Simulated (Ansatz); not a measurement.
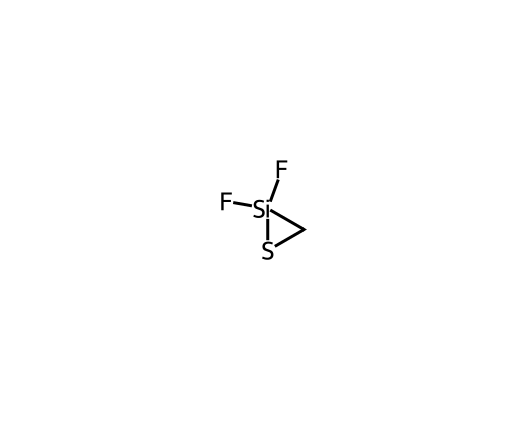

2D structure.

Question: Give its SMILES.

Answer: F[Si]1(F)CS1

Question: What is the molecular formula?

Answer: CH2F2SSi.

Question: An optimisation with PBE0-D4/def2-TZVP gave a structure of which point group?

Answer: Cs.

The parts below concern this one geometry. Atoms keep their numbers from picture to picture. The computed structure is the end point of a PBE0-D4/def2-TZVP optimisation.

### Geometry

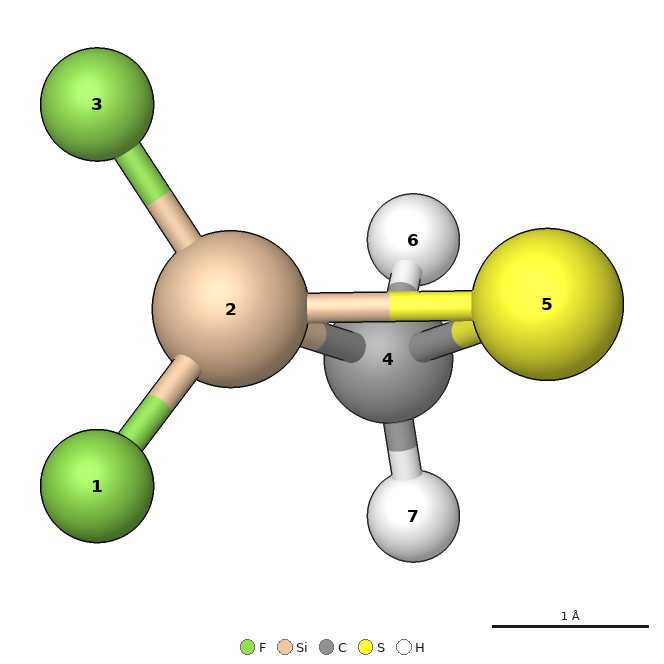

Which atoms are bonded, and how long are the bonds?

```
  bond  length (Å)   order
F1–Si2       1.576  single
Si2–F3       1.576  single
Si2–C4       1.804  single
Si2–S5       2.040  single
 C4–S5       1.927  single
 C4–H6       1.086  single
 C4–H7       1.086  single
```

### Dipole moment

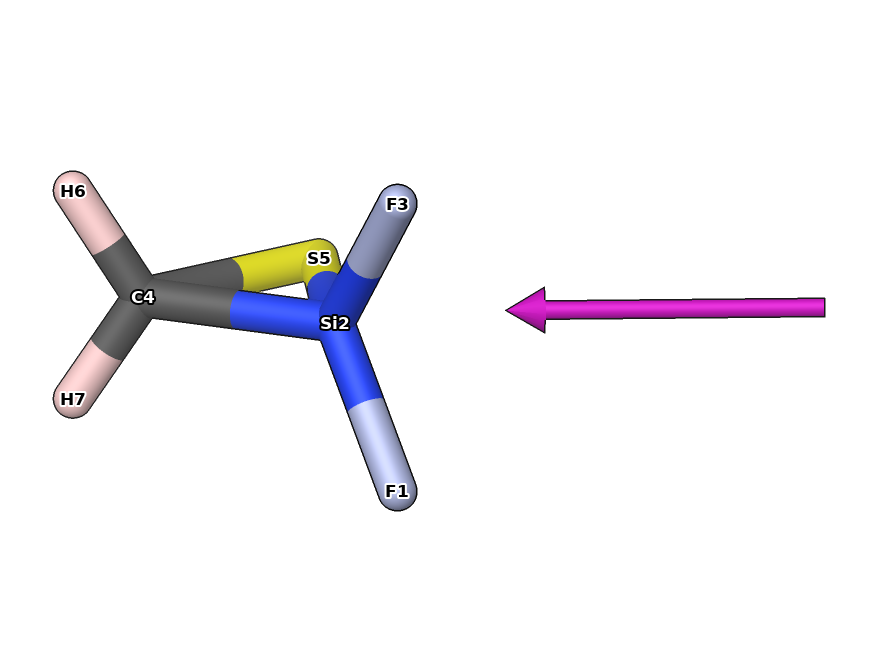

The arrow beside the molecule shows the direction of the dipole moment, from the negative to the positive end (its length means nothing). Method: RKS B3LYP-D4/def2-TZVPP (Ansatz 0.2.0).

Question: Estimate the dipole moment.

Answer: 1.52 D; it points from the side of F1, F3 to the side of H6, H7 (the outermost atoms at the two ends).

### Vibrations

Harmonic vibrations computed with RKS PBE0-D4/def2-TZVP (Ansatz 0.2.0) at a stationary point of the same level.

Question: How many vibrational modes are there, and where do they lie?

Answer: 15 modes: 181, 231, 297, 325, 496, 587, 744, 751, 935, 975, 989, 1054, 1418, 3132, 3217 cm⁻¹.

### Levels of theory compared

Program: Ansatz 0.2.0.

Tabulate HOMO energy (eV) at these levels: HSE06 (plane-wave form)-D4/def2-TZVPP; PBE-D4/def2-TZVPP; PBE0-D4/def2-QZVPP; r2SCAN-D4/def2-TZVPP; ωB97M-V/def2-SVP; ωB97X-V/def2-TZVPP.

```json
{"level": "HSE06 (plane-wave form)-D4/def2-TZVPP", "HOMO energy (eV)": "−7.27"}
{"level": "PBE-D4/def2-TZVPP", "HOMO energy (eV)": "−6.42"}
{"level": "PBE0-D4/def2-QZVPP", "HOMO energy (eV)": "−7.70"}
{"level": "r2SCAN-D4/def2-TZVPP", "HOMO energy (eV)": "−6.68"}
{"level": "ωB97M-V/def2-SVP", "HOMO energy (eV)": "−9.76"}
{"level": "ωB97X-V/def2-TZVPP", "HOMO energy (eV)": "−10.04"}
```
